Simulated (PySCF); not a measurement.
# BeH3Br, a complex of two parts: interaction energy, part 3 of 3

PySCF 2.14.0. Atoms count from 0, parts from 1. Earlier steps stand in the parts before.

### 8 Coupled-cluster interaction energy: CCSD(T) and MP2, 2.23 Å

The job: settings as JSON, then the geometry in Å.

```
{"job": {"kind": "intercc", "basis": "aug-cc-pVDZ", "basis_mid": "aug-cc-pVTZ", "basis_large": "aug-cc-pVQZ"}, "charge": 0, "multiplicity": 1, "parts": [{"atoms": "0-2", "charge": 0, "multiplicity": 1}, {"atoms": "3-4", "charge": 0, "multiplicity": 1}]}
Be     0.233799    -0.033091    -0.068296
H     -0.474303     0.644949    -0.993959
H      0.454575    -0.694573     1.085908
Br     2.226827    -0.074046    -1.070431
H      2.948768    -0.790382    -0.072000
```

Method: CCSD(T)/aug-cc-pVDZ and MP2/aug-cc-pVTZ, aug-cc-pVQZ counterpoise interaction energy, frozen core, gas phase.

Output:

```text
part 1, own basis, geometry of the cluster: E = -15.7673650872 (as before)

part 2, own basis, geometry of the cluster: E = -2573.0486887489 (as before)

part 1, own basis, relaxed alone: E = -15.7719336680 (as before)

part 2, own basis, relaxed alone: E = -2573.0487568552 (as before)

cluster
final grid: 5376 points
cycle   1  E = -2588.8071427951  dE = -3.087e-02  |g| = 7.974e-02  |ddm| = 1.240e+00
cycle   2  E = -2588.8103144421  dE = -3.172e-03  |g| = 2.630e-02  |ddm| = 2.716e-01
cycle   3  E = -2588.8107971595  dE = -4.827e-04  |g| = 1.095e-02  |ddm| = 8.398e-02
cycle   4  E = -2588.8108972700  dE = -1.001e-04  |g| = 1.712e-03  |ddm| = 5.218e-02
cycle   5  E = -2588.8109000866  dE = -2.817e-06  |g| = 4.752e-04  |ddm| = 6.539e-03
cycle   6  E = -2588.8109002249  dE = -1.383e-07  |g| = 1.456e-04  |ddm| = 1.222e-03
cycle   7  E = -2588.8109002461  dE = -2.122e-08  |g| = 3.300e-05  |ddm| = 5.792e-04
cycle   8  E = -2588.8109002473  dE = -1.152e-09  |g| = 1.027e-05  |ddm| = 1.471e-04
cycle   9  E = -2588.8109002474  dE = -9.049e-11  |g| = 2.623e-06  |ddm| = 4.244e-05
converged SCF energy = -2588.8109002474

part 1 in the basis of the cluster
final grid: 5376 points
cycle   1  E = -15.7674153820  dE = -5.851e-05  |g| = 1.585e-03  |ddm| = 1.863e-01
cycle   2  E = -15.7674163864  dE = -1.004e-06  |g| = 2.319e-04  |ddm| = 2.670e-02
cycle   3  E = -15.7674164162  dE = -2.974e-08  |g| = 1.965e-05  |ddm| = 4.968e-03
cycle   4  E = -15.7674164165  dE = -3.046e-10  |g| = 2.449e-06  |ddm| = 3.662e-04
converged SCF energy = -15.7674164165

part 2 in the basis of the cluster
final grid: 5376 points
cycle   1  E = -2573.0487424568  dE = -6.122e-05  |g| = 1.577e-03  |ddm| = 2.647e-01
cycle   2  E = -2573.0487434656  dE = -1.009e-06  |g| = 2.877e-04  |ddm| = 4.255e-02
cycle   3  E = -2573.0487434993  dE = -3.375e-08  |g| = 9.367e-05  |ddm| = 8.280e-03
cycle   4  E = -2573.0487435007  dE = -1.360e-09  |g| = 1.222e-05  |ddm| = 1.037e-03
cycle   5  E = -2573.0487435008  dE = -8.549e-11  |g| = 2.311e-06  |ddm| = 2.295e-04
converged SCF energy = -2573.0487435008

Interaction energy (kcal/mol)
  counterpoise       -2.776
  uncorrected        -5.233
  dispersion part     0.000
  deformation         2.740
  binding            -0.036

Decomposition of the uncorrected value (kcal/mol)
  electrostatic     -26.351
  Pauli              51.306
  orbital           -21.731
  dispersion          0.000
  correlation        -8.457

Charge of each part in the cluster: -0.088 0.088
part 1, own basis, geometry of the cluster: E = -15.7684268017 (as before)

part 2, own basis, geometry of the cluster: E = -2573.0516148536 (as before)

part 1, own basis, relaxed alone: E = -15.7730139389 (as before)

part 2, own basis, relaxed alone: E = -2573.0516877909 (as before)

cluster
final grid: 5376 points
cycle   1  E = -2588.8111897765  dE = -3.079e-02  |g| = 8.412e-02  |ddm| = 1.221e+00
cycle   2  E = -2588.8143836090  dE = -3.194e-03  |g| = 2.854e-02  |ddm| = 2.607e-01
cycle   3  E = -2588.8148620484  dE = -4.784e-04  |g| = 1.185e-02  |ddm| = 8.016e-02
cycle   4  E = -2588.8149777499  dE = -1.157e-04  |g| = 2.004e-03  |ddm| = 5.397e-02
cycle   5  E = -2588.8149808003  dE = -3.050e-06  |g| = 7.609e-04  |ddm| = 6.931e-03
cycle   6  E = -2588.8149811178  dE = -3.175e-07  |g| = 1.702e-04  |ddm| = 2.379e-03
cycle   7  E = -2588.8149811462  dE = -2.846e-08  |g| = 4.390e-05  |ddm| = 6.587e-04
cycle   8  E = -2588.8149811479  dE = -1.649e-09  |g| = 1.391e-05  |ddm| = 1.577e-04
cycle   9  E = -2588.8149811481  dE = -1.833e-10  |g| = 2.958e-06  |ddm| = 6.146e-05
converged SCF energy = -2588.8149811481

part 1 in the basis of the cluster
final grid: 5376 points
cycle   1  E = -15.7684225636  dE = -2.946e-06  |g| = 3.105e-04  |ddm| = 9.606e-02
cycle   2  E = -15.7684225934  dE = -2.978e-08  |g| = 3.594e-05  |ddm| = 1.035e-02
cycle   3  E = -15.7684225940  dE = -6.145e-10  |g| = 2.979e-06  |ddm| = 1.521e-03
converged SCF energy = -15.7684225940

part 2 in the basis of the cluster
final grid: 5376 points
cycle   1  E = -2573.0516181626  dE = -8.658e-06  |g| = 4.999e-04  |ddm| = 1.847e-01
cycle   2  E = -2573.0516182746  dE = -1.121e-07  |g| = 6.936e-05  |ddm| = 2.741e-02
cycle   3  E = -2573.0516182779  dE = -3.274e-09  |g| = 8.953e-06  |ddm| = 4.986e-03
cycle   4  E = -2573.0516182780  dE = -4.866e-11  |g| = 2.968e-06  |ddm| = 3.087e-04
converged SCF energy = -2573.0516182780

Interaction energy (kcal/mol)
  counterpoise       -3.434
  uncorrected        -5.272
  dispersion part     0.000
  deformation         2.793
  binding            -0.641

Decomposition of the uncorrected value (kcal/mol)
  electrostatic     -25.938
  Pauli              50.807
  orbital           -21.702
  dispersion          0.000
  correlation        -8.440

Charge of each part in the cluster: -0.088 0.088
part 1 in the basis of the cluster: E(HF) = -15.763967640  E2 = -0.053053677  E(CCSD corr) = -0.070219836  (T) = -0.000505618
part 2 in the basis of the cluster: E(HF) = -2572.974229062  E2 = -0.153856513  E(CCSD corr) = -0.168046270  (T) = -0.004118420
cluster: E(HF) = -2588.731498401  E2 = -0.214079169  E(CCSD corr) = -0.244170291  (T) = -0.005556494

Counterpoise interaction energy (kcal/mol)
  hf_small                   4.203
  mp2_small                 -0.295
  ccsd_small                 0.498
  ccsdt_small               -0.087
  hf_large                   3.175
  mp2_large                 -3.434
  hf_middle                  3.300
  mp2_middle                -2.776
  scs_mp2_large             -1.918
  mp2_limit                 -3.823
  ccsdt_less_mp2             0.208
  ccsdt_limit_estimate      -3.615
  bsse_mp2_large             1.838
```

Wall time 77 s (1 thread of Arm Neoverse N1, shared host); peak memory 0.78 GiB.

Contacts at this geometry (a selection, picked against the atoms' radii; other short pairs can be missing):

```tsv
atoms	distance (Å)	kind (by distance and angle)	angle (°)
Be0···Br3	2.23	bonding distance	–
```

Differences are taken before rounding.

```tsv
method	interaction energy (kcal/mol)	from CCSD(T), limit estimate (kcal/mol)
HF/aug-cc-pVDZ	4.20	+7.82
MP2/aug-cc-pVDZ	-0.30	+3.32
CCSD/aug-cc-pVDZ	0.50	+4.11
CCSD(T)/aug-cc-pVDZ	-0.09	+3.53
HF/aug-cc-pVQZ	3.17	+6.79
MP2/aug-cc-pVQZ	-3.43	+0.18
SCS-MP2/aug-cc-pVQZ	-1.92	+1.70
MP2, extrapolated	-3.82	-0.21
CCSD(T), limit estimate	-3.61	0
```

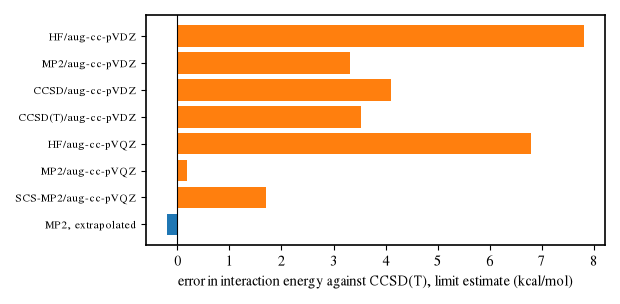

Error of each method against CCSD(T), limit estimate.

These energies keep the parts at their geometry in the cluster; deforming them to it costs 2.79 kcal/mol (MP2).

### 9 Coupled-cluster interaction energy: CCSD(T) and MP2, 3.72 Å

Settings changed since step 8:

```diff
@@ -4,3 +4,3 @@
 H      0.454575    -0.694573     1.085908
-Br     2.226827    -0.074046    -1.070431
-H      2.948768    -0.790382    -0.072000
+Br     3.555513    -0.101350    -1.738520
+H      4.277454    -0.817686    -0.740090
```

With the program's defaults for keys left out, this is: CCSD(T)/aug-cc-pVDZ and MP2/aug-cc-pVTZ, aug-cc-pVQZ counterpoise interaction energy, frozen core, gas phase.

Output:

```text
part 1, own basis, geometry of the cluster: E = -15.7673650872 (as before)

part 2, own basis, geometry of the cluster: E = -2573.0486887489 (as before)

part 1, own basis, relaxed alone: E = -15.7719336680 (as before)

part 2, own basis, relaxed alone: E = -2573.0487568552 (as before)

cluster
final grid: 5376 points
cycle   1  E = -2588.8179749870  dE = -6.987e-04  |g| = 1.010e-02  |ddm| = 1.873e-01
cycle   2  E = -2588.8180419624  dE = -6.698e-05  |g| = 3.197e-03  |ddm| = 3.569e-02
cycle   3  E = -2588.8180510679  dE = -9.105e-06  |g| = 1.190e-03  |ddm| = 9.457e-03
cycle   4  E = -2588.8180524654  dE = -1.398e-06  |g| = 1.788e-04  |ddm| = 4.802e-03
cycle   5  E = -2588.8180524926  dE = -2.717e-08  |g| = 3.892e-05  |ddm| = 8.208e-04
cycle   6  E = -2588.8180524935  dE = -9.695e-10  |g| = 1.351e-05  |ddm| = 9.970e-05
converged SCF energy = -2588.8180524935

part 1 in the basis of the cluster
final grid: 5376 points
cycle   1  E = -15.7673749065  dE = -1.372e-05  |g| = 6.377e-04  |ddm| = 8.463e-02
cycle   2  E = -15.7673751148  dE = -2.083e-07  |g| = 8.770e-05  |ddm| = 1.049e-02
cycle   3  E = -15.7673751199  dE = -5.105e-09  |g| = 6.466e-06  |ddm| = 1.700e-03
cycle   4  E = -15.7673751200  dE = -3.419e-11  |g| = 8.499e-07  |ddm| = 9.632e-05
converged SCF energy = -15.7673751200

part 2 in the basis of the cluster
final grid: 5376 points
cycle   1  E = -2573.0487121683  dE = -2.738e-05  |g| = 1.012e-03  |ddm| = 1.069e-01
cycle   2  E = -2573.0487126841  dE = -5.157e-07  |g| = 1.695e-04  |ddm| = 1.469e-02
cycle   3  E = -2573.0487127013  dE = -1.724e-08  |g| = 2.704e-05  |ddm| = 2.682e-03
cycle   4  E = -2573.0487127015  dE = -1.937e-10  |g| = 7.974e-06  |ddm| = 1.108e-04
converged SCF energy = -2573.0487127015

Interaction energy (kcal/mol)
  counterpoise       -1.943
  uncorrected        -2.445
  dispersion part     0.000
  deformation         2.740
  binding             0.797

Decomposition of the uncorrected value (kcal/mol)
  electrostatic      -1.496
  Pauli               0.724
  orbital            -0.487
  dispersion          0.000
  correlation        -1.186

Charge of each part in the cluster: -0.007 0.007
part 1, own basis, geometry of the cluster: E = -15.7684268017 (as before)

part 2, own basis, geometry of the cluster: E = -2573.0516148536 (as before)

part 1, own basis, relaxed alone: E = -15.7730139389 (as before)

part 2, own basis, relaxed alone: E = -2573.0516877909 (as before)

cluster
final grid: 5376 points
cycle   1  E = -2588.8219381647  dE = -7.123e-04  |g| = 1.088e-02  |ddm| = 1.192e-01
cycle   2  E = -2588.8220101457  dE = -7.198e-05  |g| = 3.552e-03  |ddm| = 2.865e-02
cycle   3  E = -2588.8220197474  dE = -9.602e-06  |g| = 1.334e-03  |ddm| = 9.789e-03
cycle   4  E = -2588.8220215211  dE = -1.774e-06  |g| = 1.987e-04  |ddm| = 5.547e-03
cycle   5  E = -2588.8220215527  dE = -3.160e-08  |g| = 4.226e-05  |ddm| = 8.417e-04
cycle   6  E = -2588.8220215538  dE = -1.060e-09  |g| = 1.430e-05  |ddm| = 1.198e-04
cycle   7  E = -2588.8220215539  dE = -1.628e-10  |g| = 4.177e-06  |ddm| = 5.592e-05
converged SCF energy = -2588.8220215539

part 1 in the basis of the cluster
final grid: 5376 points
cycle   1  E = -15.7684240309  dE = -9.217e-07  |g| = 1.735e-04  |ddm| = 3.439e-02
cycle   2  E = -15.7684240428  dE = -1.187e-08  |g| = 2.189e-05  |ddm| = 4.211e-03
cycle   3  E = -15.7684240430  dE = -2.452e-10  |g| = 1.562e-06  |ddm| = 6.707e-04
converged SCF energy = -15.7684240430

part 2 in the basis of the cluster
final grid: 5376 points
cycle   1  E = -2573.0516153984  dE = -3.430e-06  |g| = 3.176e-04  |ddm| = 6.140e-02
cycle   2  E = -2573.0516154563  dE = -5.788e-08  |g| = 4.867e-05  |ddm| = 7.954e-03
cycle   3  E = -2573.0516154580  dE = -1.712e-09  |g| = 4.575e-06  |ddm| = 1.369e-03
cycle   4  E = -2573.0516154580  dE = -1.501e-11  |g| = 1.336e-06  |ddm| = 5.032e-05
converged SCF energy = -2573.0516154580

Interaction energy (kcal/mol)
  counterpoise       -1.990
  uncorrected        -2.385
  dispersion part     0.000
  deformation         2.793
  binding             0.803

Decomposition of the uncorrected value (kcal/mol)
  electrostatic      -1.490
  Pauli               0.743
  orbital            -0.499
  dispersion          0.000
  correlation        -1.138

Charge of each part in the cluster: -0.007 0.007
part 1 in the basis of the cluster: E(HF) = -15.763906075  E2 = -0.052834169  E(CCSD corr) = -0.070038764  (T) = -0.000496201
part 2 in the basis of the cluster: E(HF) = -2572.973868230  E2 = -0.151553474  E(CCSD corr) = -0.165608207  (T) = -0.003885439
cluster: E(HF) = -2588.739856597  E2 = -0.205323414  E(CCSD corr) = -0.236402271  (T) = -0.004521293

Counterpoise interaction energy (kcal/mol)
  hf_small                  -1.307
  mp2_small                 -1.894
  ccsd_small                -1.781
  ccsdt_small               -1.868
  hf_large                  -1.244
  mp2_large                 -1.990
  hf_middle                 -1.233
  mp2_middle                -1.943
  scs_mp2_large             -1.794
  mp2_limit                 -2.015
  ccsdt_less_mp2             0.026
  ccsdt_limit_estimate      -1.990
  bsse_mp2_large             0.395
```

It took 75 s on 1 thread of Arm Neoverse N1, shared host; peak memory 0.78 GiB.

Contacts at this geometry (a selection, picked against the atoms' radii; other short pairs can be missing):

```tsv
atoms	distance (Å)	kind (by distance and angle)	angle (°)
Be0···Br3	3.72	inside the van der Waals sum	–
```

```tsv
method	interaction energy (kcal/mol)	from CCSD(T), limit estimate (kcal/mol)
HF/aug-cc-pVDZ	-1.31	+0.68
MP2/aug-cc-pVDZ	-1.89	+0.10
CCSD/aug-cc-pVDZ	-1.78	+0.21
CCSD(T)/aug-cc-pVDZ	-1.87	+0.12
HF/aug-cc-pVQZ	-1.24	+0.75
MP2/aug-cc-pVQZ	-1.99	0.00
SCS-MP2/aug-cc-pVQZ	-1.79	+0.20
MP2, extrapolated	-2.02	-0.03
CCSD(T), limit estimate	-1.99	0
```

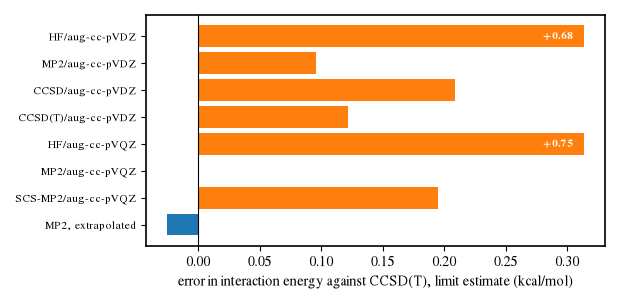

Deviations from CCSD(T), limit estimate, method by method. Bars with a number in them are cut short.

These energies keep the parts at their geometry in the cluster; deforming them to it costs 2.79 kcal/mol (MP2).

### 10 Coupled-cluster interaction energy: CCSD(T) and MP2, 4.96 Å

Settings changed since step 9:

```diff
@@ -4,3 +4,3 @@
 H      0.454575    -0.694573     1.085908
-Br     3.555513    -0.101350    -1.738520
-H      4.277454    -0.817686    -0.740090
+Br     4.662751    -0.124103    -2.295262
+H      5.384692    -0.840439    -1.296831
```

Method: CCSD(T)/aug-cc-pVDZ and MP2/aug-cc-pVTZ, aug-cc-pVQZ counterpoise interaction energy, frozen core, gas phase.

Output:

```text
part 1, own basis, geometry of the cluster: E = -15.7673650872 (as before)

part 2, own basis, geometry of the cluster: E = -2573.0486887489 (as before)

part 1, own basis, relaxed alone: E = -15.7719336680 (as before)

part 2, own basis, relaxed alone: E = -2573.0487568552 (as before)

cluster
final grid: 5376 points
cycle   1  E = -2588.8166999345  dE = -6.627e-05  |g| = 3.064e-03  |ddm| = 5.731e-02
cycle   2  E = -2588.8167049139  dE = -4.979e-06  |g| = 8.760e-04  |ddm| = 1.071e-02
cycle   3  E = -2588.8167054800  dE = -5.661e-07  |g| = 3.181e-04  |ddm| = 2.735e-03
cycle   4  E = -2588.8167055795  dE = -9.950e-08  |g| = 5.195e-05  |ddm| = 1.589e-03
cycle   5  E = -2588.8167055811  dE = -1.612e-09  |g| = 1.695e-05  |ddm| = 1.513e-04
cycle   6  E = -2588.8167055812  dE = -1.342e-10  |g| = 2.923e-06  |ddm| = 4.591e-05
converged SCF energy = -2588.8167055812

part 1 in the basis of the cluster
final grid: 5376 points
cycle   1  E = -15.7673669326  dE = -3.557e-06  |g| = 2.741e-04  |ddm| = 3.530e-02
cycle   2  E = -15.7673669793  dE = -4.669e-08  |g| = 3.695e-05  |ddm| = 4.026e-03
cycle   3  E = -15.7673669803  dE = -1.017e-09  |g| = 2.706e-06  |ddm| = 6.244e-04
cycle   4  E = -15.7673669803  dE = -5.780e-12  |g| = 4.418e-07  |ddm| = 3.184e-05
converged SCF energy = -15.7673669803

part 2 in the basis of the cluster
final grid: 5376 points
cycle   1  E = -2573.0486973847  dE = -1.051e-05  |g| = 5.240e-04  |ddm| = 3.896e-02
cycle   2  E = -2573.0486975451  dE = -1.604e-07  |g| = 7.884e-05  |ddm| = 5.270e-03
cycle   3  E = -2573.0486975496  dE = -4.528e-09  |g| = 1.099e-05  |ddm| = 9.549e-04
cycle   4  E = -2573.0486975496  dE = -3.456e-11  |g| = 3.504e-06  |ddm| = 5.108e-05
converged SCF energy = -2573.0486975496

Interaction energy (kcal/mol)
  counterpoise       -0.517
  uncorrected        -0.694
  dispersion part     0.000
  deformation         2.740
  binding             2.223

Decomposition of the uncorrected value (kcal/mol)
  electrostatic      -0.382
  Pauli               0.016
  orbital            -0.045
  dispersion          0.000
  correlation        -0.283

Charge of each part in the cluster: -0.001 0.001
part 1, own basis, geometry of the cluster: E = -15.7684268017 (as before)

part 2, own basis, geometry of the cluster: E = -2573.0516148536 (as before)

part 1, own basis, relaxed alone: E = -15.7730139389 (as before)

part 2, own basis, relaxed alone: E = -2573.0516877909 (as before)

cluster
final grid: 5376 points
cycle   1  E = -2588.8206743653  dE = -5.483e-05  |g| = 3.279e-03  |ddm| = 4.047e-02
cycle   2  E = -2588.8206792521  dE = -4.887e-06  |g| = 1.002e-03  |ddm| = 9.540e-03
cycle   3  E = -2588.8206798201  dE = -5.680e-07  |g| = 3.463e-04  |ddm| = 2.769e-03
cycle   4  E = -2588.8206799400  dE = -1.199e-07  |g| = 6.200e-05  |ddm| = 1.669e-03
cycle   5  E = -2588.8206799416  dE = -1.599e-09  |g| = 2.098e-05  |ddm| = 1.866e-04
cycle   6  E = -2588.8206799418  dE = -1.978e-10  |g| = 3.261e-06  |ddm| = 7.534e-05
converged SCF energy = -2588.8206799418

part 1 in the basis of the cluster
final grid: 5376 points
cycle   1  E = -15.7684253790  dE = -2.769e-07  |g| = 8.951e-05  |ddm| = 1.249e-02
cycle   2  E = -15.7684253831  dE = -4.134e-09  |g| = 1.230e-05  |ddm| = 1.451e-03
cycle   3  E = -15.7684253832  dE = -9.177e-11  |g| = 8.917e-07  |ddm| = 2.319e-04
converged SCF energy = -15.7684253832

part 2 in the basis of the cluster
final grid: 5376 points
cycle   1  E = -2573.0516154741  dE = -2.015e-06  |g| = 2.438e-04  |ddm| = 2.864e-02
cycle   2  E = -2573.0516155099  dE = -3.577e-08  |g| = 3.800e-05  |ddm| = 3.425e-03
cycle   3  E = -2573.0516155109  dE = -1.040e-09  |g| = 3.131e-06  |ddm| = 5.692e-04
cycle   4  E = -2573.0516155109  dE = -7.731e-12  |g| = 6.022e-07  |ddm| = 2.835e-05
converged SCF energy = -2573.0516155109

Interaction energy (kcal/mol)
  counterpoise       -0.520
  uncorrected        -0.659
  dispersion part     0.000
  deformation         2.793
  binding             2.273

Decomposition of the uncorrected value (kcal/mol)
  electrostatic      -0.381
  Pauli               0.016
  orbital            -0.038
  dispersion          0.000
  correlation        -0.257

Charge of each part in the cluster: -0.001 0.001
part 1 in the basis of the cluster: E(HF) = -15.763891175  E2 = -0.052811776  E(CCSD corr) = -0.070019455  (T) = -0.000495384
part 2 in the basis of the cluster: E(HF) = -2572.973767818  E2 = -0.151106222  E(CCSD corr) = -0.165166055  (T) = -0.003850086
cluster: E(HF) = -2588.738342653  E2 = -0.204080027  E(CCSD corr) = -0.235304123  (T) = -0.004368115

Counterpoise interaction energy (kcal/mol)
  hf_small                  -0.429
  mp2_small                 -0.531
  ccsd_small                -0.503
  ccsdt_small               -0.518
  hf_large                  -0.401
  mp2_large                 -0.520
  hf_middle                 -0.402
  mp2_middle                -0.517
  scs_mp2_large             -0.483
  mp2_limit                 -0.523
  ccsdt_less_mp2             0.013
  ccsdt_limit_estimate      -0.510
  bsse_mp2_large             0.139
```

Wall time 73 s (1 thread of Arm Neoverse N1, shared host); peak memory 0.78 GiB.

Contacts at this geometry (a selection, picked against the atoms' radii; other short pairs can be missing):

```tsv
atoms	distance (Å)	kind (by distance and angle)	angle (°)
Be0···Br3	4.96	beyond van der Waals contact	–
```

```tsv
method	interaction energy (kcal/mol)	from CCSD(T), limit estimate (kcal/mol)
HF/aug-cc-pVDZ	-0.43	+0.08
MP2/aug-cc-pVDZ	-0.53	-0.02
CCSD/aug-cc-pVDZ	-0.50	+0.01
CCSD(T)/aug-cc-pVDZ	-0.52	-0.01
HF/aug-cc-pVQZ	-0.40	+0.11
MP2/aug-cc-pVQZ	-0.52	-0.01
SCS-MP2/aug-cc-pVQZ	-0.48	+0.03
MP2, extrapolated	-0.52	-0.01
CCSD(T), limit estimate	-0.51	0
```

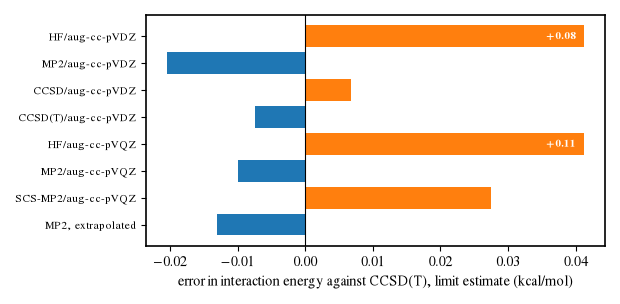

Deviations from CCSD(T), limit estimate, method by method. Bars with a number in them are cut short.

These energies keep the parts at their geometry in the cluster; deforming them to it costs 2.79 kcal/mol (MP2).

### 11 The curve

Counterpoise interaction energies (kcal/mol):

```tsv
Be0···Br3 (Å)	HF	MP2 limit	CCSD(T) estimate	time
2.23	3.17	-3.82	-3.61	77 s
2.35	0.57	-5.37	-5.21	77 s
2.48	-0.88	-5.89	-5.76	80 s
2.60	-1.64	-5.85	-5.75	76 s
2.73	-1.99	-5.52	-5.43	76 s
3.10	-1.99	-4.01	-3.96	76 s
3.72	-1.24	-2.02	-1.99	75 s
4.96	-0.40	-0.52	-0.51	73 s
```

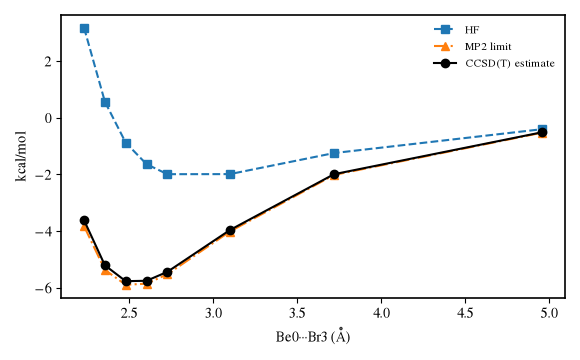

Interaction energy along the rigid scan.

### 12 Outcome

What follows sums up all 3 parts.

| quantity | value |
| --- | --- |
| point group | Cs |
| rotational constants (main isotopes) | 92.07, 8.12, 7.46 GHz |
| CCSD(T) estimate at 2.23 Å | -3.61 kcal/mol |
| CCSD(T) estimate at 2.35 Å | -5.21 kcal/mol |
| CCSD(T) estimate at 2.48 Å | -5.76 kcal/mol |
| CCSD(T) estimate at 2.60 Å | -5.75 kcal/mol |
| CCSD(T) estimate at 2.73 Å | -5.43 kcal/mol |
| CCSD(T) estimate at 3.10 Å | -3.96 kcal/mol |
| CCSD(T) estimate at 3.72 Å | -1.99 kcal/mol |
| CCSD(T) estimate at 4.96 Å | -0.51 kcal/mol |

**Reading.** The start of the PBE0/def2-TZVPD relaxation was shaken at random by about 0.01 Å, so part of the energy gained, and of the first lengths quoted, undoes that. The optimisation took 6 steps and gained 0.179 eV; among the close pairs (by a distance rule), Be0–Br3 changed most, from 2.266 to 2.479 Å. Along the rigid scan the CCSD(T) estimate is lowest at 2.48 Å (-5.76 kcal/mol), where MP2 at the limit misses it by -0.13 and Hartree-Fock by +4.89.
